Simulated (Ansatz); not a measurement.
```xyz
8

Cl   -1.4267    2.8193   -1.7633
Hf   -1.1713    1.4705    0.1345
S    -3.3249    0.7467    0.9973
S     0.1352   -0.5137   -0.3415
S     0.0337    2.5844    1.9152
H    -2.8183   -0.4662    1.3271
H    -0.5687   -0.7571   -1.4763
H    -0.8596    2.1499    2.8366
```

Geometry: PBE0-D4/def2-SVP; core potentials replace the inner electrons of Hf.

All numbers below come from isolated molecule in a Gaussian basis; Kohn-Sham density functional theory, functional PBE0 in Ansatz 0.2.0.

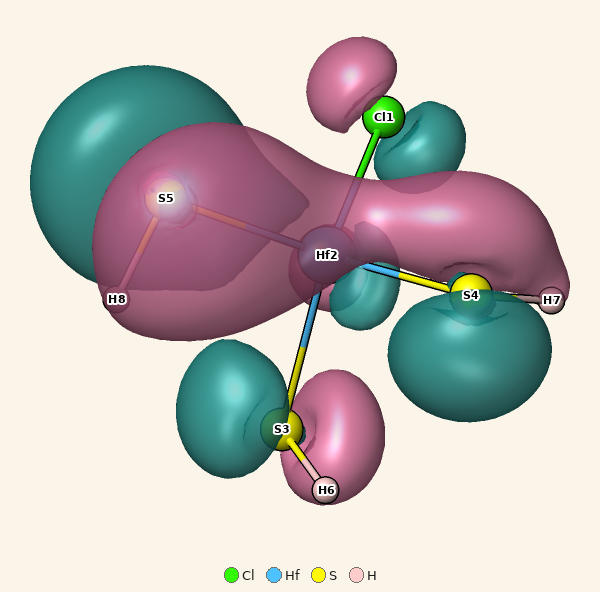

ClH₃HfS₃ (SMILES [SH][Hf]([SH])([SH])[Cl]). The HOMO−1 at ±0.08 Å⁻³ᐟ² (teal and pink are the two phases), seen across its widest extent.

Q: Describe this orbital and give its energy.

A: By Hirshfeld shares it lies mainly on S5 (about 60 %), S4 (about 15 %), Hf2 (about 15 %) and S3 (about 5 %). Its energy is −8.25 eV.
